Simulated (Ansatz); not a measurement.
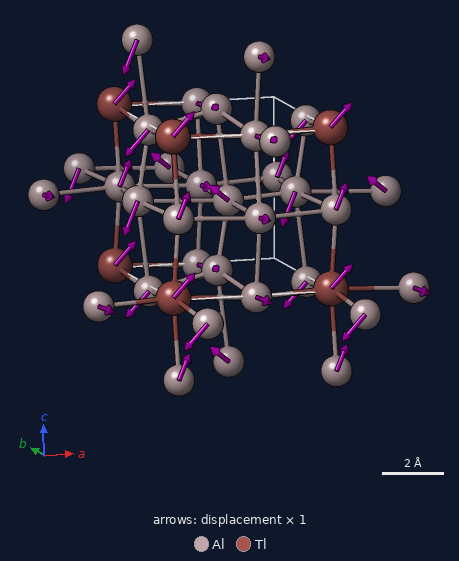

A relaxation of solid Al₇Tl (a generated structure, set up in P1) (coarse preliminary run). The starting structure is drawn; purple arrows show the displacements (the part carried along by the change of the cell is left out), at their true length.

The picture is a ball-and-stick view of the cell of the calculation, seen slightly off an axis.

Theory: DFT PBE, scalar-relativistic, plane waves, PAW in Ansatz. (plane-wave cutoff 420 eV; k-point mesh 4 × 4 × 4; occupations gaussian; smearing width 0.2 eV; no spin polarisation; cell and atoms relaxed; force threshold 0.025 eV/Å; at most 60 steps)

### Describe the change and its energy.

The largest move relative to the cell is that of an Al atom, 1.31 Å along [−1 0 −2]. By element the largest moves are Al 1.31 Å, Tl 1.13 Å. The drawn cell changes as follows: a 5.586 → 5.466 Å (−2.1 %), b 5.514 → 5.164 Å (−6.4 %), c 5.453 → 5.544 Å (+1.7 %), α 89.4° → 77.3°, β 91.1° → 83.5°, γ 89.8° → 83.7°; the volume changes by −10.0 %. Some distances before and after: Al–Al 4.480 → 2.990 Å, Al–Al 2.737 → 4.159 Å, Al–Al 3.999 → 2.865 Å, Al–Al 2.464 → 3.519 Å. Bonds break: Al–Al (2.46 → 3.52 Å), Al–Al (2.74 → 4.16 Å), Al–Tl (2.83 → 3.79 Å). Bond angles that change, for instance: Al–Al–Al 179.7° → 123.1°, Al–Al–Al 102.4° → 59.2°, Tl–Al–Tl 174.1° → 131.1°. The space group stays P1 (No. 1). The energy falls by 383 meV per atom in 19 accepted moves (21 points after the start). The largest force component goes from 2.2 to 0.008 eV/Å. Pressure: 4.79 GPa at the start and 0.06 GPa at the end. The line search rejected the trial step at point 10 of the run. At 1 point the geometry stayed and the basis and grid were re-selected for the new cell (energy shift of 0.8 meV per atom at most each time). Cost: 5.8 min on 1 thread of Arm Neoverse V1, on a shared host, peak memory 0.48 GiB.
